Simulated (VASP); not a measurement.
Shape and ions are relaxed at each volume.

Energy against volume of Be (hcp). The numbers are results of rev-vdW-DF2, VASP's PBE PAW potentials (set 64) (plane waves; VASP 6.6.1), not measurements.

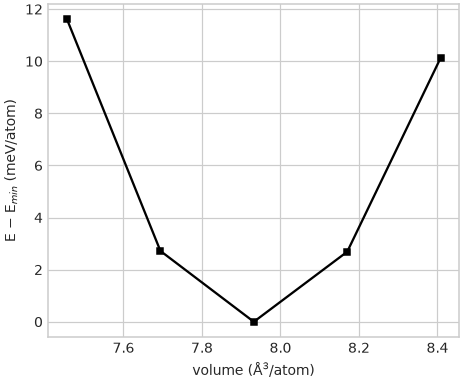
Figure. Energy against volume

Question: Estimate the equilibrium volume and the bulk modulus.

Answer: The minimum lies near 7.9 Å³/atom, and the curvature gives B0 of about 120 GPa.

The compound is Be in the hcp structure. It was relaxed first.
